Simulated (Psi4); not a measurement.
# InNH6 (In(NH3)H3) at CAM-B3LYP/def2-SVPD (core potential)

What is the vertical electron affinity of InNH6 (In(NH3)H3) at CAM-B3LYP/def2-SVPD (core potential)? 

Program for the calculation: Psi4 1.11.

1 further run of the same task is left out (set aside as unsound or not needed).

### Step 1. Starting point

InNH6: 8 atoms, total charge 0, spin state singlet. SMILES: `[H][In]([H])([H])<-[NH3]`. The shape comes from GFN2-xTB, which is rough for such elements, and wasn't checked as a minimum.

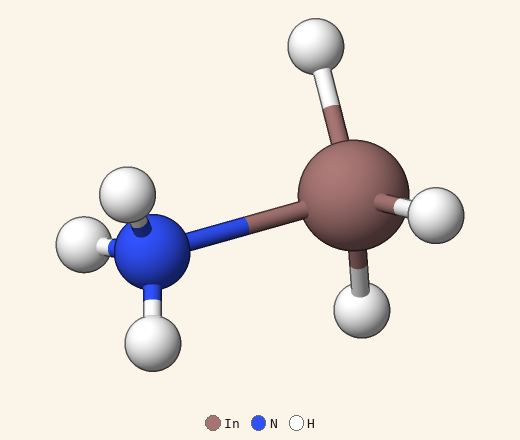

The structure, seen from a chosen angle (indium brown, nitrogen blue, hydrogen white).

### Step 2. Energy and forces at CAM-B3LYP/def2-SVPD (core potential)

calc.inp reads:

```
memory 1600 mb

molecule {
  In    -0.002430     0.004770    -1.240570
  N      0.001030    -0.002420     1.124050
  H     -0.948260     0.032420     1.488370
  H      0.509990     0.799560     1.488490
  H      0.445320    -0.846710     1.478600
  H      1.673370    -0.017650    -1.445880
  H     -0.820140     1.466400    -1.447400
  H     -0.858890    -1.436370    -1.445640
  symmetry c1
}

set globals {
  basis                def2-SVPD
  puream               true
  e_convergence        1e-09
  d_convergence        1e-08
  scf_type             pk
  dft_radial_points    99
  dft_spherical_points 590
}

e, wfn = gradient('cam-b3lyp', return_wfn=True)
oeprop(wfn, 'DIPOLE', 'MULLIKEN_CHARGES', 'QUADRUPOLE', title='CAM-B3LYP')
print_variables()
```

On the command line:

```
$ psi4 -i calc.inp -o calc.out -n 1
```

calc.out:

```text
[...]
    !!!  WARNING: ECP capability is in beta. Please check occupations closely.  !!!
[...]
  Running in c1 symmetry.
[...]
  Nuclear repulsion =   81.618021435875789
[...]
  Multiplicity = 1
[...]
  Nalpha       = 17
  Nbeta        = 17
[...]
    Number of basis functions: 100
[...]
   @RKS iter   1:  -248.14609145601759   -9.80951e-01   6.78002e-03 ADIIS/DIIS
[...]
   @RKS iter  10:  -248.37925283119247   -5.68434e-12   3.16978e-09 DIIS
[...]
    Orbital Energies [Eh]
    ---------------------
    Doubly Occupied:
       1A    -14.463248     2A     -4.706771     3A     -3.114952
       4A     -3.107489     5A     -3.107480     6A     -0.998915
       7A     -0.801050     8A     -0.795966     9A     -0.795933
      10A     -0.791659    11A     -0.791653    12A     -0.604427
      13A     -0.604250    14A     -0.507632    15A     -0.396500
      16A     -0.318953    17A     -0.318825
[...]
  @RKS Final Energy:  -248.37925283119247
   => Energetics <=
    Nuclear Repulsion Energy =             81.6180214358757894
    One-Electron Energy =                -575.2349415734400964
    Two-Electron Energy =                 263.6952213437244268
    DFT Exchange-Correlation Energy =     -18.4575540373525904
    Empirical Dispersion Energy =           0.0000000000000000
    VV10 Nonlocal Energy =                  0.0000000000000000
    Total Energy =                       -248.3792528311924741
[...]
  -Total Gradient:
     Atom            X                  Y                   Z
    ------   -----------------  -----------------  -----------------
       1       -0.000053388243     0.000282175815     0.001689396545
       2       -0.000160568148     0.000306610655    -0.004134187363
       3        0.000054599762    -0.000010533440    -0.000304387541
       4       -0.000017010550    -0.000094059231    -0.000310698042
       5        0.000130808131    -0.000225667632    -0.000200298786
       6       -0.012360959105     0.000177179082     0.001099774216
       7        0.006143405386    -0.010942082345     0.001063068291
       8        0.006263214751     0.010506387420     0.001094620183
[...]
 Multipole Moments:
 ------------------------------------------------------------------------------------
     Multipole            Electronic (a.u.)      Nuclear  (a.u.)        Total (a.u.)
 ------------------------------------------------------------------------------------
 L = 1.  Multiply by 2.5417464519 to convert [e a0] to [Debye]
 Dipole X            :         -0.0434278            0.0452183            0.0017906
 Dipole Y            :          0.0868568           -0.0908406           -0.0039838
 Dipole Z            :        -24.2782354           26.1738439            1.8956085
 Magnitude           :                                                    1.8956136
 L = 2.  Multiply by 1.3450342976 to convert [e a0^2] to [Debye ang]
 Quadrupole XX       :        -47.2684611           19.8843348          -27.3841263
 Quadrupole XY       :         -0.0083500            0.0045349           -0.0038151
[...]
```

It took 75 s on 1 thread of Intel Xeon Platinum 8259CL at 2.50GHz (Skylake/Cascade Lake), shared host; peak memory 0.83 GiB.

### Step 3. The doublet anion at the same level

run.py reads:

```python
import psi4

psi4.set_memory('1600 MB')
psi4.set_num_threads(1)
psi4.set_output_file('output.dat', False)

molecule = psi4.geometry("""
-1 2
In    -0.00459203     0.00901399    -2.34433754
N      0.00194642    -0.00457314     2.12414665
H     -1.79195169     0.06126492     2.81261167
H      0.96374143     1.51094942     2.81283844
H      0.84153284    -1.60005001     2.79414905
H      3.16221101    -0.03335367    -2.73231721
H     -1.54983998     2.77109439    -2.73518959
H     -1.62306687    -2.71434591    -2.73186367
units bohr
symmetry c1
no_reorient
no_com
""")

psi4.set_options({
    'reference': 'uks',
    'puream': True,
    'e_convergence': 1e-09,
    'd_convergence': 1e-08,
    'scf_type': 'pk',
    'dft_radial_points': 99,
    'dft_spherical_points': 590,
    'maxiter': 200,
})

e, wfn = psi4.gradient('cam-b3lyp/def2-SVPD', return_wfn=True)
psi4.oeprop(wfn, 'QUADRUPOLE', 'MULLIKEN_CHARGES', 'LOWDIN_CHARGES')
print('gradient / Eh bohr^-1')
print(e.np.round(6))
print(f'energy = {wfn.energy():.10f} Eh')
for k, v in sorted(psi4.core.scalar_variables().items()):
    print(f'{k:45s} {v:18.10f}')
```

On the command line:

```
$ python run.py
```

output.dat:

```text
[...]
    !!!  WARNING: ECP capability is in beta. Please check occupations closely.  !!!
[...]
  Running in c1 symmetry.
[...]
  Nuclear repulsion =   81.618021461607029
[...]
  Multiplicity = 2
[...]
  Nalpha       = 18
  Nbeta        = 17
[...]
    Number of basis functions: 100
[...]
   @UKS iter   1:  -247.90701905578334   -7.41926e-01   8.22076e-03 DIIS/ADIIS
[...]
   @UKS iter  15:  -248.35268751475095   -4.63274e-12   5.53706e-09 DIIS
[...]
   @S^2 Observed:                7.506282120E-01
[...]
  @UKS Final Energy:  -248.35268751475095
   => Energetics <=
    Nuclear Repulsion Energy =             81.6180214616070288
    One-Electron Energy =                -580.7505681137425881
    Two-Electron Energy =                 269.3005177035564657
    DFT Exchange-Correlation Energy =     -18.5206585661718854
    Empirical Dispersion Energy =           0.0000000000000000
    VV10 Nonlocal Energy =                  0.0000000000000000
    Total Energy =                       -248.3526875147509543
[...]
  -Total Gradient:
     Atom            X                  Y                   Z
    ------   -----------------  -----------------  -----------------
       1       -0.000066759247     0.000301388089    -0.015792315192
       2       -0.000101934644     0.000195639948     0.015544062616
       3        0.009717889124    -0.000355623519    -0.004716443406
       4       -0.005175228741    -0.008265104732    -0.004721433094
       5       -0.004426546246     0.008391765544    -0.004571411456
       6       -0.013615408231     0.000197534610     0.004768708987
       7        0.006748644662    -0.012044349693     0.004722932843
       8        0.006919487140     0.011578705359     0.004763196422
[...]
 Multipole Moments:
 ------------------------------------------------------------------------------------
     Multipole            Electronic (a.u.)      Nuclear  (a.u.)        Total (a.u.)
 ------------------------------------------------------------------------------------
 L = 1.  Multiply by 2.5417464519 to convert [e a0] to [Debye]
 Dipole X            :          0.0824709           -0.0801810            0.0022899
 Dipole Y            :         -0.1577889            0.1528409           -0.0049480
 Dipole Z            :         34.8993784          -34.1418331            0.7575453
 Magnitude           :                                                    0.7575649
 L = 2.  Multiply by 1.3450342976 to convert [e a0^2] to [Debye ang]
 Quadrupole XX       :        -59.4111738           19.8844638          -39.5267101
 Quadrupole XY       :         -0.0100942            0.0042953           -0.0057989
[...]
```

The script printed:

```text
gradient / Eh bohr^-1
[[-6.7000e-05  3.0100e-04 -1.5792e-02]
 [-1.0200e-04  1.9600e-04  1.5544e-02]
 [ 9.7180e-03 -3.5600e-04 -4.7160e-03]
 [-5.1750e-03 -8.2650e-03 -4.7210e-03]
 [-4.4270e-03  8.3920e-03 -4.5710e-03]
 [-1.3615e-02  1.9800e-04  4.7690e-03]
 [ 6.7490e-03 -1.2044e-02  4.7230e-03]
 [ 6.9190e-03  1.1579e-02  4.7630e-03]]
energy = -248.3526875148 Eh
CURRENT ENERGY                                   -248.3526875148
CURRENT REFERENCE ENERGY                         -248.3526875148
DD SOLVATION ENERGY                                 0.0000000000
DFT FUNCTIONAL TOTAL ENERGY                      -248.3526875148
DFT TOTAL ENERGY                                 -248.3526875148
DFT VV10 ENERGY                                     0.0000000000
DFT XC ENERGY                                     -18.5206585662
GRID ELECTRONS ALPHA                               18.0000233022
GRID ELECTRONS BETA                                17.0000007062
GRID ELECTRONS TOTAL                               35.0000240085
NUCLEAR REPULSION ENERGY                           81.6180214616
ONE-ELECTRON ENERGY                              -580.7505681137
PCM POLARIZATION ENERGY                             0.0000000000
PE ENERGY                                           0.0000000000
SCF ITERATION ENERGY                             -248.3526875148
SCF ITERATIONS                                     15.0000000000
SCF TOTAL ENERGY                                 -248.3526875148
TWO-ELECTRON ENERGY                               269.3005177036
XC GRID RADIAL POINTS                              99.0000000000
XC GRID SPHERICAL POINTS                          590.0000000000
XC GRID TOTAL POINTS                           446925.0000000000
```

Run time: 2.2 min. Hardware: 1 thread of Intel Xeon Platinum 8259CL at 2.50GHz (Skylake/Cascade Lake), shared host; peak memory 0.83 GiB.

### Step 4. What came out

At CAM-B3LYP/def2-SVPD (core potential):

```
                                         quantity          value
                      singlet InNH6: total energy  -248.37925 Eh
                     singlet InNH6: dipole moment         4.82 D
                       singlet InNH6: HOMO energy       -8.68 eV
                       singlet InNH6: LUMO energy        0.08 eV
                     singlet InNH6: HOMO–LUMO gap        8.76 eV
          singlet InNH6: largest force on an atom     0.648 eV/Å
                      doublet anion: total energy  -248.35269 Eh
doublet anion: HOMO energy (highest over α and β)        1.34 eV
 doublet anion: LUMO energy (lowest over α and β)        3.76 eV
                              doublet anion: ⟨S²⟩          0.751
          doublet anion: largest force on an atom     0.812 eV/Å
vertical electron affinity (to the doublet anion)      -0.723 eV
```

**Reading.** The anion lies 0.72 eV (16.7 kcal/mol) above the neutral: the electron isn't bound at this level, and such a value depends on the basis. The largest force (singlet InNH6) is 0.65 eV/Å: the shape isn't a stationary point for this species at this level. Mulliken charges (singlet InNH6) run from -0.34 on In1 to +0.07 on H5; in a basis this large or diffuse they mean little. The HOMO (doublet anion) lies at positive energy, 1.34 eV; only total energies tell whether the electron is bound.
